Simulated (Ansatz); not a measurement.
## Geometry relaxation, with input and output: AlNH₅O₂F (part 2 of 2)

AlNH₅O₂F; RHF/6-31G* (Ansatz 0.2.0). It belongs to a series of runs on one base structure; here: end point B relaxed.

Geometry of the input (Å):
```
Al 0.0351  0.5325  -0.3126
F  -0.1335  -0.0913  2.4972
O  1.5063  -0.2075  -0.6875
H  1.6480  -1.0785  -1.0190
O  -1.4921  0.0074  -0.8072
H  -1.7444  -0.8519  -1.1015
N  0.1169  2.1574  0.6057
H  0.9729  2.6744  0.6145
H  -0.6580  2.7876  0.5554
H  -0.0566  0.8226  2.4105
```

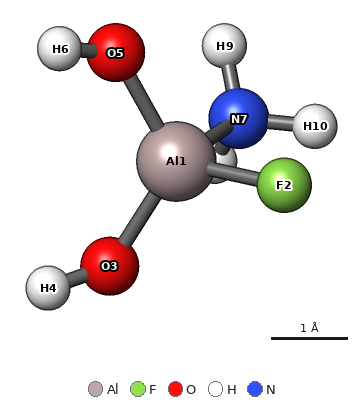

*The geometry at step 15 of the log (ball-and-stick view, seen at a tilt; atoms are numbered from 1 in the order of the input).*

Trajectory as extended XYZ, continued:
```
10
Properties=species:S:1:pos:R:3:forces:R:3 step=6 energy=-14927.42715
Al    0.0149    0.4353   -0.0165   -0.0072  -0.1672  -0.0319
F    -0.0970   -0.0230    1.9435   -0.0034  -0.0460  -0.0505
O     1.4951   -0.2174   -0.5335    0.0254   0.0230   0.0211
H     1.6428   -1.0404   -0.9674   -0.0088  -0.0070  -0.0031
O    -1.4969   -0.0009   -0.6554   -0.0248   0.0309   0.0167
H    -1.7412   -0.8157   -1.0602    0.0081  -0.0095  -0.0016
N     0.1058    2.1060    0.7429   -0.0059   0.0426   0.1247
H     0.9599    2.6247    0.6748    0.0045   0.0012   0.0042
H    -0.6586    2.7402    0.6139   -0.0064   0.0062   0.0007
H    -0.0303    0.9439    2.0136    0.0185   0.1257  -0.0804
10
Properties=species:S:1:pos:R:3:forces:R:3 step=7 energy=-14927.43817
Al    0.0128    0.4151   -0.0055   -0.0103  -0.0842  -0.0715
F    -0.0938    0.0011    1.9053   -0.0313  -0.5153   0.1095
O     1.4985   -0.2268   -0.5252   -0.0335   0.0866   0.0133
H     1.6476   -1.0456   -0.9656    0.0021  -0.0356  -0.0248
O    -1.5024   -0.0081   -0.6496    0.0460   0.0854   0.0122
H    -1.7472   -0.8192   -1.0603   -0.0061  -0.0391  -0.0225
N     0.1030    2.0994    0.7725   -0.0153   0.0498  -0.0493
H     0.9572    2.6195    0.7006   -0.0187  -0.0251   0.0168
H    -0.6612    2.7358    0.6377    0.0442  -0.0592   0.0300
H    -0.0200    0.9814    1.9458    0.0228   0.5367  -0.0137
10
Properties=species:S:1:pos:R:3:forces:R:3 step=8 energy=-14927.46042
Al    0.0093    0.3854    0.0143   -0.0074  -0.0912  -0.0986
F    -0.0908    0.0175    1.8893   -0.0313  -0.5286   0.0998
O     1.5013   -0.2338   -0.5183   -0.0804   0.1083  -0.0001
H     1.6539   -1.0445   -0.9724    0.0082  -0.0333  -0.0264
O    -1.5073   -0.0139   -0.6447    0.0998   0.1027   0.0079
H    -1.7536   -0.8180   -1.0683   -0.0126  -0.0387  -0.0245
N     0.0997    2.0916    0.7998    0.2155  -0.5247  -0.0176
H     0.9506    2.6105    0.7229    0.1537   0.0177   0.0481
H    -0.6558    2.7222    0.6594   -0.3755   0.2220   0.0083
H    -0.0130    1.0356    1.8737    0.0301   0.7659   0.0031
10
Properties=species:S:1:pos:R:3:forces:R:3 step=9 energy=-14927.54796
Al    0.0066    0.3455    0.0355   -0.0337  -0.3034  -0.0263
F    -0.0857    0.0465    1.8747   -0.0942  -1.3753   0.1098
O     1.5041   -0.2459   -0.5157   -0.1104   0.1279  -0.0267
H     1.6613   -1.0473   -0.9848    0.0103  -0.0209  -0.0242
O    -1.5102   -0.0227   -0.6433    0.1382   0.1188  -0.0118
H    -1.7606   -0.8182   -1.0810   -0.0136  -0.0285  -0.0220
N     0.0986    2.0695    0.8321   -0.3383   0.3832  -0.2171
H     0.9563    2.5915    0.7593   -0.1338  -0.1661   0.1149
H    -0.6743    2.7166    0.6910    0.4836  -0.5306   0.2154
H    -0.0017    1.1170    1.7876    0.0918   1.7949  -0.1119
10
Properties=species:S:1:pos:R:3:forces:R:3 step=10 energy=-14927.94148
Al   -0.0013    0.2822    0.0876   -0.0594  -0.7028  -0.2032
F    -0.0862    0.0430    1.8450   -0.1796  -2.4765   0.2815
O     1.5046   -0.2580   -0.5000   -0.1331   0.1491  -0.0812
H     1.6692   -1.0380   -1.0030    0.0026   0.0212  -0.0086
O    -1.5146   -0.0341   -0.6312    0.1766   0.1470  -0.0539
H    -1.7670   -0.8106   -1.1015   -0.0037   0.0039  -0.0091
N     0.0943    2.0576    0.8666    0.0754  -0.1357  -0.4815
H     0.9478    2.5758    0.7901    0.1588  -0.1577   0.2288
H    -0.6669    2.6937    0.7227   -0.1809  -0.1904   0.2825
H     0.0148    1.2411    1.6793    0.1433   3.3418   0.0446
10
Properties=species:S:1:pos:R:3:forces:R:3 step=11 energy=-14928.74533
Al   -0.0126    0.1882    0.1798   -0.1417  -1.1873   0.2421
F    -0.1079   -0.1477    1.8971    0.0334  -0.2765  -1.1441
O     1.4982   -0.2638   -0.4645   -0.0179   0.1020  -0.1198
H     1.6692   -0.9925   -1.0383   -0.0003   0.0459   0.0309
O    -1.5097   -0.0383   -0.6022    0.0691   0.1181  -0.1038
H    -1.7594   -0.7742   -1.1361   -0.0054   0.0207   0.0277
N     0.0969    2.0671    0.8035    0.1359  -0.6854  -0.0095
H     0.9489    2.5900    0.7825    0.2911  -0.2777   0.0770
H    -0.6622    2.7117    0.7283   -0.4056  -0.2414   0.1253
H     0.0331    1.4121    1.6054    0.0412   2.3816   0.8742
10
Properties=species:S:1:pos:R:3:forces:R:3 step=13 energy=-14929.29162
Al   -0.0320    0.0271    0.3134    0.0063   0.3872  -0.5799
F    -0.1327   -0.3217    1.9508    0.0047  -0.1630  -0.2993
O     1.4882   -0.2517   -0.4304   -0.0121  -0.4559  -0.2138
H     1.6758   -0.8871   -1.1121   -0.1104   0.3208   0.3728
O    -1.4967   -0.0271   -0.5796    0.0282  -0.3740  -0.0849
H    -1.7498   -0.6903   -1.2081    0.0850   0.2229   0.2594
N     0.1012    2.0211    0.7633   -0.6213   0.0068   1.8901
H     0.9738    2.5205    0.6744   -0.2524  -0.1792  -0.3404
H    -0.6883    2.6638    0.6388    0.8016  -0.7072  -0.2256
H     0.0551    1.6979    1.7452    0.0703   0.9416  -0.7785
10
Properties=species:S:1:pos:R:3:forces:R:3 step=14 energy=-14929.50635
Al   -0.0328    0.0558    0.3003   -0.0501  -0.1348   0.2093
F    -0.1385   -0.3840    1.9136   -0.0011  -0.0919  -0.2261
O     1.4833   -0.2687   -0.4282   -0.0208   0.0184  -0.1027
H     1.6493   -0.8877   -1.1213   -0.0325   0.0687   0.0851
O    -1.5002   -0.0443   -0.5799    0.0801   0.0590  -0.0487
H    -1.7220   -0.6993   -1.2214    0.0149   0.0281   0.0558
N     0.0979    2.0084    0.8334   -0.2312   0.3108   0.7102
H     0.9615    2.4803    0.6227   -0.0686  -0.1096  -0.1877
H    -0.6752    2.6189    0.5961    0.2981  -0.3349  -0.1116
H     0.0712    1.8732    1.8402    0.0112   0.1861  -0.3835
10
Properties=species:S:1:pos:R:3:forces:R:3 step=15 energy=-14929.58309
Al   -0.0356    0.0184    0.3591   -0.0485  -0.0906   0.1691
F    -0.1582   -0.5668    1.9116   -0.0003  -0.0034  -0.0883
O     1.4856   -0.2317   -0.3942   -0.0259   0.0588  -0.0768
H     1.6552   -0.8225   -1.1094   -0.0104   0.0103   0.0463
O    -1.4891    0.0092   -0.5555    0.0923   0.0774  -0.0364
H    -1.7191   -0.6230   -1.2158   -0.0092  -0.0118   0.0353
N     0.0948    1.9773    0.8594   -0.0685   0.4871   0.4169
H     0.9419    2.4007    0.5148   -0.0519  -0.1456  -0.0395
H    -0.6834    2.5228    0.5150    0.1380  -0.2456   0.0035
H     0.1024    2.0684    1.8706   -0.0157  -0.1366  -0.4301
10
Properties=species:S:1:pos:R:3:forces:R:3 step=16 energy=-14929.58656
Al   -0.0353    0.0030    0.3826   -0.0299  -0.0180   0.1723
F    -0.1632   -0.6228    1.9209    0.0120   0.0597  -0.2026
O     1.4875   -0.2077   -0.3817   -0.0206  -0.0264  -0.1005
H     1.6650   -0.7929   -1.1008   -0.0146   0.0348   0.0939
O    -1.4826    0.0404   -0.5430    0.0664  -0.0191  -0.0679
H    -1.7286   -0.5883   -1.2025   -0.0043   0.0224   0.0825
N     0.0940    1.9688    0.8582    0.1625  -0.1445  -0.4428
H     0.9360    2.3704    0.4923    0.1642  -0.0270  -0.1411
H    -0.6797    2.4803    0.4905   -0.3354   0.1046  -0.2312
H     0.1014    2.1013    1.8390   -0.0001   0.0135   0.8376
10
Properties=species:S:1:pos:R:3:forces:R:3 step=17 energy=-14929.60010
Al   -0.0339    0.0052    0.3899   -0.0189  -0.0261   0.0592
F    -0.1655   -0.6429    1.9128    0.0024   0.0076  -0.0609
O     1.4876   -0.1989   -0.3795   -0.0168   0.0233  -0.0479
H     1.6645   -0.7869   -1.0951    0.0008  -0.0078   0.0414
O    -1.4767    0.0539   -0.5422    0.0543   0.0174  -0.0456
H    -1.7285   -0.5791   -1.1942   -0.0194  -0.0070   0.0503
N     0.0940    1.9663    0.8628    0.0535   0.0867  -0.0370
H     0.9378    2.3519    0.4736   -0.0086  -0.0433   0.0031
H    -0.6892    2.4608    0.4729   -0.0427  -0.0196  -0.0258
H     0.1043    2.1221    1.8545   -0.0046  -0.0312   0.0633
10
Properties=species:S:1:pos:R:3:forces:R:3 step=18 energy=-14929.61714
Al   -0.0214    0.0205    0.3460    0.0238   0.1837  -0.1136
F    -0.1573   -0.6988    1.8314   -0.0167  -0.1003   0.0606
O     1.5053   -0.1132   -0.4338    0.0004  -0.2044  -0.1111
H     1.7433   -0.8319   -1.0024   -0.0103   0.1704   0.1431
O    -1.4579    0.1230   -0.5941   -0.1242  -0.3471  -0.1698
H    -1.8573   -0.6111   -1.0446    0.1178   0.2998   0.2024
N     0.0955    1.9695    0.8601   -0.0267  -0.1656   0.0026
H     0.9660    2.3373    0.5186    0.0033   0.0624   0.0267
H    -0.6666    2.4548    0.4184    0.0308   0.0443   0.0528
H     0.0449    2.1025    1.8561    0.0018   0.0567  -0.0937
10
Properties=species:S:1:pos:R:3:forces:R:3 step=19 energy=-14929.63174
Al   -0.0272    0.0278    0.2873    0.0253   0.0009   0.0401
F    -0.1912   -0.8101    1.7091    0.0099  -0.0141   0.0635
O     1.5290   -0.0602   -0.4412   -0.1119   0.0044  -0.0684
H     1.8695   -0.8230   -0.8797    0.0063   0.0171   0.0278
O    -1.4770    0.1458   -0.6310    0.1019  -0.0465  -0.0839
H    -1.9814   -0.6098   -0.8877   -0.0264   0.0474   0.0199
N     0.0998    1.9620    0.8426    0.0045   0.1250   0.0058
H     0.9713    2.3354    0.5052   -0.0136  -0.0370   0.0005
H    -0.6544    2.4732    0.4153    0.0056  -0.0361  -0.0056
H     0.0562    2.1115    1.8357   -0.0016  -0.0610   0.0003
10
Properties=species:S:1:pos:R:3:forces:R:3 step=20 energy=-14929.64688
Al   -0.0129    0.0193    0.2673    0.0071  -0.0123  -0.0461
F    -0.2493   -0.7785    1.7027   -0.0280  -0.0022   0.0428
O     1.5671   -0.0463   -0.4004   -0.0076  -0.0126  -0.0367
H     1.8770   -0.7630   -0.9301    0.0100   0.0104   0.0040
O    -1.3848    0.0599   -0.7646    0.0271   0.0105  -0.0298
H    -2.0856   -0.5699   -0.7220   -0.0003  -0.0111   0.0319
N     0.1006    1.9540    0.8369   -0.0065   0.0515   0.0408
H     0.9883    2.3196    0.5366    0.0009  -0.0208  -0.0002
H    -0.6317    2.4842    0.3973   -0.0051  -0.0070  -0.0098
H     0.0258    2.0733    1.8320    0.0024  -0.0063   0.0032
10
Properties=species:S:1:pos:R:3:forces:R:3 step=21 energy=-14929.64643 accepted=F
Al   -0.0105    0.0203    0.2564   -0.0126   0.0100   0.0544
F    -0.2602   -0.7521    1.7061   -0.0033  -0.0293  -0.0294
O     1.5698   -0.0481   -0.4122   -0.0575   0.0240   0.0347
H     1.8776   -0.7655   -0.9410    0.0201  -0.0164  -0.0261
O    -1.3780    0.0480   -0.7835    0.3226   0.2130  -0.0242
H    -2.0795   -0.5688   -0.7004   -0.2946  -0.2327   0.0402
N     0.0973    1.9522    0.8449    0.0303   0.0087  -0.0501
H     0.9895    2.3085    0.5490    0.0146   0.0350  -0.0038
H    -0.6288    2.4833    0.3974   -0.0094   0.0297  -0.0107
H     0.0173    2.0747    1.8388   -0.0103  -0.0420   0.0149
10
Properties=species:S:1:pos:R:3:forces:R:3 step=22 energy=-14929.64732
Al   -0.0114    0.0199    0.2629    0.0037  -0.0141  -0.0048
F    -0.2559   -0.7711    1.7023   -0.0166   0.0012   0.0045
O     1.5691   -0.0458   -0.4041   -0.0158  -0.0091  -0.0135
H     1.8788   -0.7630   -0.9332    0.0078   0.0117   0.0010
O    -1.3783    0.0546   -0.7762   -0.2078  -0.2020   0.0009
H    -2.0891   -0.5699   -0.7086    0.2245   0.1958   0.0039
N     0.0996    1.9541    0.8398    0.0030   0.0272   0.0128
H     0.9889    2.3160    0.5402    0.0016  -0.0003   0.0022
H    -0.6309    2.4844    0.3976    0.0007   0.0028  -0.0028
H     0.0237    2.0735    1.8349   -0.0012  -0.0132  -0.0041
10
Properties=species:S:1:pos:R:3:forces:R:3 step=23 energy=-14929.65006
Al   -0.0071    0.0076    0.2616    0.0078   0.0222  -0.0071
F    -0.2904   -0.7379    1.7182    0.0004   0.0033   0.0024
O     1.5812   -0.0555   -0.3825    0.0128   0.0020   0.0032
H     1.8647   -0.7183   -0.9911    0.0007  -0.0071   0.0009
O    -1.3359   -0.0224   -0.8237   -0.0294   0.0057  -0.0013
H    -2.1086   -0.5375   -0.6533    0.0219   0.0037   0.0074
N     0.0995    1.9518    0.8402   -0.0143  -0.0188   0.0068
H     1.0006    2.3042    0.5661    0.0051  -0.0076  -0.0080
H    -0.6113    2.4981    0.3857    0.0027   0.0033  -0.0001
H     0.0017    2.0624    1.8344   -0.0078  -0.0068  -0.0041
```

Summary:

| quantity | value |
| --- | --- |
| outcome | converged |
| total energy | −14929.6501 eV |
| mean-field energy | −14929.6501 eV |
| largest force (length of the vector) at the end | 0.030 eV/Å |
| wall time | 43 s |
| peak memory | 0.14 GiB |
